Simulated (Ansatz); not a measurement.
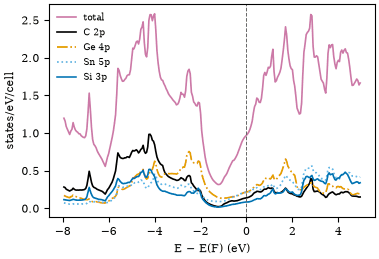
Figure: Total and projected density of states of SiSnGeC in space group Pmm2 (No. 25; C on 1a, Si on 1c, Ge on 1d, Sn on 1b), the program Ansatz at the r²SCAN level (PAW)

### Question
Which orbitals carry the states next to the Fermi level?

### Answer
Within 0.5 eV of the Fermi level: Ge 4p 22 %, Sn 5p 21 %, C 2p 15 %, Sn 5s 12 %, Si 3p 9 %, C 2s 7 %, Ge 4s 5 %, outside the projected shells 7 %. Projections are on Löwdin-orthogonalised atomic valence shells; empty p or d shells of many metals are not among them.

### Question
Where is the tallest occupied peak in this window, and what makes it?

### Answer
Near -4.0 eV, about 2.6 states/eV per cell; the largest projected share is C 2p.

The start of the workflow was typed in or built on a structure type; neither database checked (COD, Materials Project) lists it. Whether it is the stable phase at ambient conditions was not checked. The cell keeps a stress of up to 0.2 GPa. The r²SCAN relaxation kept the symmetry of its start; its stability against distortions is not shown here. Its formation energy is positive at this level, so the cell may be metastable or incomplete. Scalar-relativistic: spin–orbit coupling is off unless named, which matters more the heavier the elements.

Potentials: the earlier of the program's two PAW sets.
